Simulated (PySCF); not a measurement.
# C₂H₅B₂N: electronic excitations at several levels of theory, part 2 of 2

PySCF 2.14.0. Atoms count from 0.

### 9 Ultraviolet spectrum: LC-wPBE/def2-SVPD

What the job is given:

```
{"job": {"kind": "uv", "xc": "LC-wPBE", "basis": "def2-SVPD", "ip": true}, "charge": 0, "multiplicity": 1}
C      2.745008    -0.303312     0.426170
C      1.712808     0.054481    -0.121887
B      0.415360     0.489761    -0.766309
B     -1.060886    -0.264163    -0.435276
N     -1.931250     0.050231     0.603522
H      3.656588    -0.612769     0.906402
H      0.482465     1.377798    -1.592422
H     -1.404830    -1.157698    -1.190423
H     -2.814216    -0.424022     0.743320
H     -1.751527     0.768478     1.292846
```

Level: TDDFT LC-wPBE/def2-SVPD, vertical, gas phase, core orbitals frozen in the response.

Output:

```text
coarse grid: 8512 points
cycle   1  E = -183.2844991925  dE =  4.832e-01  |g| = 3.497e-01  |ddm| = 7.521e+00
cycle   2  E = -183.3125528499  dE = -2.805e-02  |g| = 2.414e-01  |ddm| = 1.405e+00
cycle   3  E = -183.3247498678  dE = -1.220e-02  |g| = 7.119e-02  |ddm| = 4.628e-01
cycle   4  E = -183.3260471581  dE = -1.297e-03  |g| = 2.924e-02  |ddm| = 3.051e-01
cycle   5  E = -183.3262686137  dE = -2.215e-04  |g| = 8.372e-03  |ddm| = 7.390e-02
cycle   6  E = -183.3262871881  dE = -1.857e-05  |g| = 1.903e-03  |ddm| = 1.977e-02
cycle   7  E = -183.3262893719  dE = -2.184e-06  |g| = 5.391e-04  |ddm| = 8.917e-03
final grid: 82688 points
cycle   8  E = -183.3549715103  dE = -1.658e-05  |g| = 3.891e-03  |ddm| = 6.459e-02
cycle   9  E = -183.3549724934  dE = -9.831e-07  |g| = 3.560e-03  |ddm| = 1.211e-02
cycle  10  E = -183.3549750567  dE = -2.563e-06  |g| = 2.447e-04  |ddm| = 3.353e-03
cycle  11  E = -183.3549750903  dE = -3.362e-08  |g| = 1.107e-04  |ddm| = 1.418e-03
cycle  12  E = -183.3549751202  dE = -2.995e-08  |g| = 4.033e-05  |ddm| = 6.367e-04
cycle  13  E = -183.3549751224  dE = -2.207e-09  |g| = 2.909e-05  |ddm| = 1.738e-04
cycle  14  E = -183.3549751232  dE = -7.835e-10  |g| = 1.246e-05  |ddm| = 8.098e-05
converged SCF energy = -183.3549751232

Static polarisability (au): isotropic 59.907, principal 47.175 52.414 80.133

Singlet excitations
state   eV       nm        f      main configurations
  1   3.7485    330.8   0.00164   H->L 0.93
  2   5.5291    224.2   0.03042   H-3->L 0.48, H-1->L 0.30
  3   5.6672    218.8   0.03545   H-1->L 0.43, H-3->L 0.30
  4   6.4853    191.2   0.02073   H->L+2 0.42, H-3->L+2 0.15, H->L+3 0.10
  5   6.5294    189.9   0.01275   H-2->L 0.59, H-4->L 0.17, H-5->L 0.10
  6   7.2236    171.6   0.00135   H-1->L+5 0.33, H-1->L+2 0.14, H-1->L+6 0.12
  7   7.3666    168.3   0.01035   H-4->L 0.40, H-2->L 0.25, H-5->L 0.14
  8   7.8311    158.3   0.06972   H->L+1 0.67, H->L+3 0.12
  9   8.2632    150.0   0.61487   H->L+4 0.22, H->L+5 0.19, H-1->L 0.15
 10   8.3524    148.4   0.25124   H-2->L+2 0.29, H-2->L+3 0.12, H-5->L 0.10

Triplet excitations (Tamm-Dancoff, eV): 3.2299 3.9672 4.8123 5.2983
Vertical ionisation energy (delta-SCF) = 9.7464 eV
```

Run time: 35 s. Hardware: 1 thread of Arm Neoverse V1, shared host; peak memory 0.65 GiB.

Key values: HOMO -10.00 eV, LUMO 0.16 eV; lowest singlet 3.75 eV.

### 10 Ultraviolet spectrum: PBE0/6-31G*

Settings changed since step 9:

```diff
@@ -1,2 +1,2 @@
-{"job": {"kind": "uv", "xc": "LC-wPBE", "basis": "def2-SVPD", "ip": true}, "charge": 0, "multiplicity": 1}
+{"job": {"kind": "uv", "xc": "PBE0", "basis": "6-31G*"}, "charge": 0, "multiplicity": 1}
 C      2.745008    -0.303312     0.426170
```

With the program's defaults for keys left out, this is: TDDFT PBE0/6-31G*, vertical, gas phase, core orbitals frozen in the response.

Output:

```text
coarse grid: 8512 points
cycle   1  E = -183.3630514954  dE =  3.678e-01  |g| = 4.235e-01  |ddm| = 3.006e+00
cycle   2  E = -183.3486543625  dE =  1.440e-02  |g| = 4.959e-01  |ddm| = 8.277e-01
cycle   3  E = -183.4040765269  dE = -5.542e-02  |g| = 1.800e-01  |ddm| = 5.188e-01
cycle   4  E = -183.4123340389  dE = -8.258e-03  |g| = 3.862e-02  |ddm| = 1.638e-01
cycle   5  E = -183.4126761584  dE = -3.421e-04  |g| = 1.629e-02  |ddm| = 4.394e-02
cycle   6  E = -183.4127445299  dE = -6.837e-05  |g| = 2.159e-03  |ddm| = 1.347e-02
cycle   7  E = -183.4127460003  dE = -1.470e-06  |g| = 5.475e-04  |ddm| = 3.078e-03
final grid: 82688 points
cycle   8  E = -183.3755848316  dE = -1.740e-05  |g| = 6.087e-03  |ddm| = 1.896e-02
cycle   9  E = -183.3755807605  dE =  4.071e-06  |g| = 7.677e-03  |ddm| = 1.112e-02
cycle  10  E = -183.3755941152  dE = -1.335e-05  |g| = 1.160e-03  |ddm| = 5.828e-03
cycle  11  E = -183.3755944577  dE = -3.425e-07  |g| = 4.605e-04  |ddm| = 1.348e-03
cycle  12  E = -183.3755945104  dE = -5.269e-08  |g| = 1.074e-04  |ddm| = 4.094e-04
cycle  13  E = -183.3755945132  dE = -2.778e-09  |g| = 2.365e-05  |ddm| = 1.052e-04
cycle  14  E = -183.3755945134  dE = -1.860e-10  |g| = 7.289e-06  |ddm| = 3.332e-05
converged SCF energy = -183.3755945134

Static polarisability (au): isotropic 49.821, principal 34.270 39.989 75.205

Singlet excitations
state   eV       nm        f      main configurations
  1   3.5120    353.0   0.00207   H->L 0.98
  2   5.1983    238.5   0.02670   H-3->L 0.64, H-1->L 0.22, H-2->L 0.08
  3   5.3389    232.2   0.00616   H-2->L 0.90
  4   5.4630    227.0   0.04574   H-1->L 0.54, H-3->L 0.25, H->L+1 0.12
  5   6.3800    194.3   0.06257   H->L+1 0.74, H->L+2 0.11
  6   6.8503    181.0   0.01063   H-4->L 0.84, H-5->L 0.11
  7   7.2582    170.8   0.00109   H-1->L+1 0.72, H-1->L+2 0.22
  8   7.6462    162.2   0.03657   H-5->L 0.74, H-4->L 0.09, H-3->L+1 0.08
  9   7.8237    158.5   0.01464   H-3->L+1 0.69
 10   8.0174    154.6   0.08800   H->L+3 0.61, H->L+2 0.11, H->L+4 0.09

Triplet excitations (Tamm-Dancoff, eV): 3.0224 3.8040 4.5791 5.1826
```

Run time: 5.8 s. Hardware: 1 thread of Arm Neoverse V1, shared host; peak memory 0.43 GiB.

Key values: HOMO -6.95 eV, LUMO -1.69 eV; lowest singlet 3.51 eV.

### 11 Ultraviolet spectrum: PBE0/def2-SVP

Settings changed since step 10:

```diff
@@ -1,2 +1,2 @@
-{"job": {"kind": "uv", "xc": "PBE0", "basis": "6-31G*"}, "charge": 0, "multiplicity": 1}
+{"job": {"kind": "uv", "xc": "PBE0", "basis": "def2-SVP"}, "charge": 0, "multiplicity": 1}
 C      2.745008    -0.303312     0.426170
```

Level: TDDFT PBE0/def2-SVP, vertical, gas phase, core orbitals frozen in the response.

Output:

```text
coarse grid: 8512 points
cycle   1  E = -183.1825242677  dE =  3.268e-01  |g| = 3.942e-01  |ddm| = 3.415e+00
cycle   2  E = -183.1644994655  dE =  1.802e-02  |g| = 4.857e-01  |ddm| = 8.997e-01
cycle   3  E = -183.2185573604  dE = -5.406e-02  |g| = 1.687e-01  |ddm| = 4.980e-01
cycle   4  E = -183.2258225415  dE = -7.265e-03  |g| = 3.758e-02  |ddm| = 1.469e-01
cycle   5  E = -183.2261400575  dE = -3.175e-04  |g| = 1.661e-02  |ddm| = 4.258e-02
cycle   6  E = -183.2262118324  dE = -7.177e-05  |g| = 2.046e-03  |ddm| = 1.502e-02
cycle   7  E = -183.2262132017  dE = -1.369e-06  |g| = 5.229e-04  |ddm| = 3.555e-03
final grid: 82688 points
cycle   8  E = -183.2514647713  dE = -1.791e-05  |g| = 5.727e-03  |ddm| = 1.944e-02
cycle   9  E = -183.2514604547  dE =  4.317e-06  |g| = 7.404e-03  |ddm| = 1.110e-02
cycle  10  E = -183.2514728769  dE = -1.242e-05  |g| = 1.009e-03  |ddm| = 5.837e-03
cycle  11  E = -183.2514731468  dE = -2.699e-07  |g| = 3.742e-04  |ddm| = 1.192e-03
cycle  12  E = -183.2514731806  dE = -3.379e-08  |g| = 1.113e-04  |ddm| = 3.459e-04
cycle  13  E = -183.2514731838  dE = -3.151e-09  |g| = 2.069e-05  |ddm| = 1.080e-04
cycle  14  E = -183.2514731839  dE = -1.475e-10  |g| = 7.041e-06  |ddm| = 3.390e-05
converged SCF energy = -183.2514731839

Static polarisability (au): isotropic 53.085, principal 37.771 43.445 78.039

Singlet excitations
state   eV       nm        f      main configurations
  1   3.4885    355.4   0.00234   H->L 0.98
  2   5.1560    240.5   0.02678   H-3->L 0.63, H-1->L 0.25
  3   5.3082    233.6   0.00506   H-2->L 0.93
  4   5.4529    227.4   0.04515   H-1->L 0.51, H-3->L 0.27, H->L+1 0.12
  5   6.3208    196.2   0.05316   H->L+1 0.74, H->L+2 0.11
  6   6.7533    183.6   0.01261   H-4->L 0.85, H-5->L 0.10
  7   7.2500    171.0   0.00050   H-1->L+1 0.67, H-1->L+2 0.24
  8   7.5343    164.6   0.04155   H-5->L 0.79, H-4->L 0.09
  9   7.7297    160.4   0.01798   H->L+3 0.70, H->L+5 0.10
 10   7.7880    159.2   0.00503   H-3->L+1 0.67, H->L+3 0.08

Triplet excitations (Tamm-Dancoff, eV): 2.9987 3.8462 4.5614 5.1444
```

Run time: 7 s. Hardware: 1 thread of Arm Neoverse V1, shared host; peak memory 0.47 GiB.

In short: HOMO -7.15 eV, LUMO -1.93 eV; lowest singlet 3.49 eV.

### 12 Run by run: electronic excitations

Excitations and ground-state properties, with basis size and wall time:

| run | lowest singlet (eV) | brightest (eV) | f | gap (eV) | α (Å³) | μ (D) | functions | time |
| --- | --- | --- | --- | --- | --- | --- | --- | --- |
| LDA/def2-SVPD | 3.08 | 5.47 | 0.063 | 2.90 | 9.93 | 2.06 | 140 | 26 s |
| PBE/def2-SVPD | 3.20 | 6.74 | 0.065 | 3.06 | 9.77 | 2.03 | 140 | 39 s |
| B3LYP/def2-SVPD | 3.46 | 7.38 | 0.062 | 4.83 | 9.41 | 1.93 | 140 | 57 s |
| PBE0/def2-SVPD | 3.49 | 7.52 | 0.052 | 5.20 | 9.30 | 1.95 | 140 | 31 s |
| BHandHLYP/def2-SVPD | 3.71 | 8.00 | 0.523 | 7.38 | 8.97 | 1.84 | 140 | 41 s |
| CAM-B3LYP/def2-SVPD | 3.59 | 7.84 | 0.256 | 7.67 | 9.18 | 1.90 | 140 | 37 s |
| wB97X-D/def2-SVPD | 3.66 | 7.94 | 0.391 | 8.92 | 9.23 | 1.90 | 140 | 35 s |
| LC-wPBE/def2-SVPD | 3.75 | 8.26 | 0.615 | 10.16 | 8.88 | 1.92 | 140 | 35 s |
| PBE0/6-31G* | 3.51 | 8.02 | 0.088 | 5.27 | 7.38 | 2.16 | 80 | 5.8 s |
| PBE0/def2-SVP | 3.49 | 6.32 | 0.053 | 5.22 | 7.87 | 2.19 | 95 | 7 s |

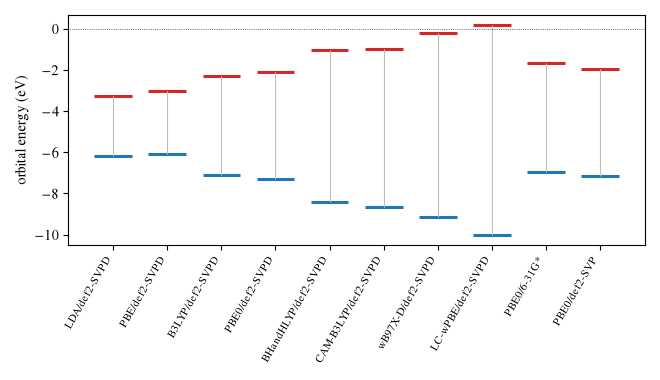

HOMO (blue) and LUMO (red) run by run.

### 13 Summary of results

This closing draws on all 2 parts.

```
                                quantity                        value
          lowest singlet (LDA/def2-SVPD)  3.08 eV (402 nm), f = 0.004
brightest single state of those computed  state 5, 5.47 eV, f = 0.063
                          lowest triplet                      2.71 eV
       vertical ionisation energy (ΔSCF)                      9.19 eV
       vertical electron affinity (ΔSCF)                      0.52 eV
             range of the lowest singlet              3.08 to 3.75 eV
```

**Reading.** Single values in the summary come from the first sound run of each kind (LDA/def2-SVPD), which need not be the best level. The first singlet state (HOMO→LUMO 0.99) lies at 3.08 eV and is weak; of the 10 states computed, the strongest absorption comes from state 5 at 5.47 eV (the last state computed absorbs too, and its partners may lie past the list). The lowest triplet lies 0.37 eV below the lowest singlet (triplets in Tamm-Dancoff, singlets in full TDDFT). The orbital energy would give 6.17 eV for ionisation, ΔSCF gives 9.19 eV. The lowest singlet runs from 3.08 eV (LDA/def2-SVPD) to 3.75 eV (LC-wPBE/def2-SVPD), while the orbital gap spans 2.90 to 10.16 eV. The lowest state need not be the same one in every run. The runs solved for a few states only, so the brightest column depends on that window.
